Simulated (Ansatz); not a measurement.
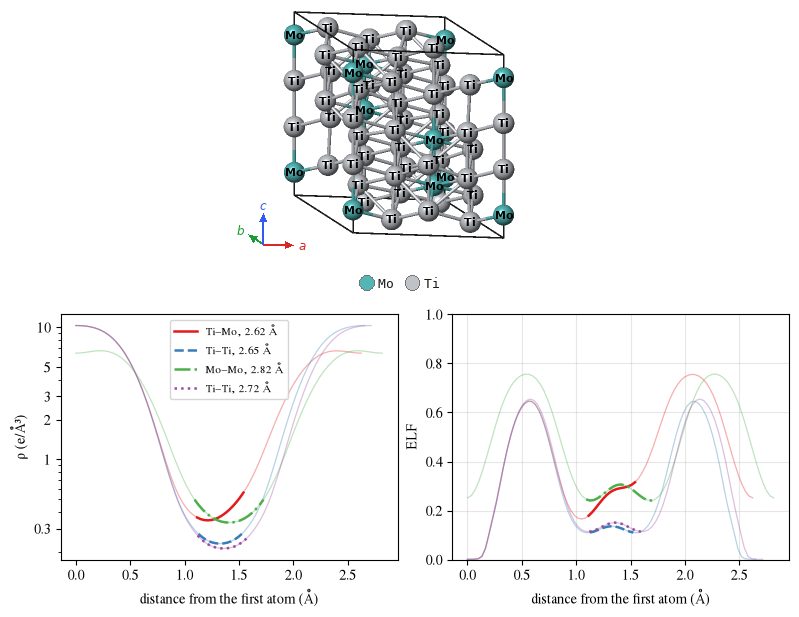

The picture shows: Ti7Mo. Valence charge density (pseudo) and ELF along straight lines between neighbouring atoms. Thin, pale parts lie inside the atomic spheres. The structure is drawn too.

Space group R-3m; a generated structure, not necessarily the stable one; computed without spin polarisation.

Method: Ansatz, DFT PBEsol, scalar-relativistic, plane waves, PAW.

Core electrons are frozen (PAW), and the valence fields are smoothed inside the atomic spheres.

```
CELL_PARAMETERS angstrom
6.34706 -6.34706 0.00000
0.00000 6.34706 -6.34706
6.49572 6.49572 6.49572
ATOMIC_POSITIONS crystal
Mo 0.66667 0.33333 0.20814
Mo 0.33333 0.66667 0.54147
Mo 0.00000 0.00000 0.87480
Ti 0.31898 0.15949 0.04917
Ti 0.98564 0.49282 0.38250
Ti 0.65231 0.82616 0.71583
Ti 0.84051 0.15949 0.04917
Ti 0.50718 0.49282 0.38250
Ti 0.17384 0.82616 0.71583
Ti 0.84051 0.68102 0.04917
Ti 0.50718 0.01436 0.38250
Ti 0.17384 0.34769 0.71583
Mo 0.00000 0.00000 0.12520
Mo 0.66667 0.33333 0.45853
Mo 0.33333 0.66667 0.79186
Ti 0.16050 0.32099 0.20174
Ti 0.82716 0.65432 0.53507
Ti 0.49383 0.98766 0.86840
Ti 0.16050 0.83950 0.20174
Ti 0.82716 0.17284 0.53507
Ti 0.49383 0.50617 0.86840
Ti 0.34769 0.17384 0.28417
Ti 0.01436 0.50718 0.61750
Ti 0.68102 0.84051 0.95083
Ti 0.67901 0.83950 0.20174
Ti 0.34568 0.17284 0.53507
Ti 0.01234 0.50617 0.86840
Ti 0.82616 0.17384 0.28417
Ti 0.49282 0.50718 0.61750
Ti 0.15949 0.84051 0.95083
Ti 0.82616 0.65231 0.28417
Ti 0.49282 0.98564 0.61750
Ti 0.15949 0.31898 0.95083
Ti 0.33333 0.66667 0.04079
Ti 0.00000 0.00000 0.37412
Ti 0.66667 0.33333 0.70745
Ti 0.50617 0.01234 0.13160
Ti 0.17284 0.34568 0.46493
Ti 0.83950 0.67901 0.79826
Ti 0.50617 0.49383 0.13160
Ti 0.17284 0.82716 0.46493
Ti 0.83950 0.16050 0.79826
Ti 0.98766 0.49383 0.13160
Ti 0.65432 0.82716 0.46493
Ti 0.32099 0.16050 0.79826
Ti 0.33333 0.66667 0.29255
Ti 0.00000 0.00000 0.62588
Ti 0.66667 0.33333 0.95921
```

**Compare the contacts.**

Ti–Mo (2.62 Å): ρ at the midpoint is about 0.36 e/Å³; the ELF is about 0.25 at the midpoint (no shared electron pair shows on this line).
Ti–Ti (2.65 Å): the density is about 0.23 e/Å³ at the midpoint; the ELF is about 0.15 at the midpoint (no localised pair shows between them).
Mo–Mo (2.82 Å): ρ is about 0.33 e/Å³ halfway; the ELF is about 0.30 at the midpoint.
Ti–Ti (2.72 Å): ρ is about 0.21 e/Å³ halfway; the ELF is about 0.15 at the midpoint (no localised pair shows between them).
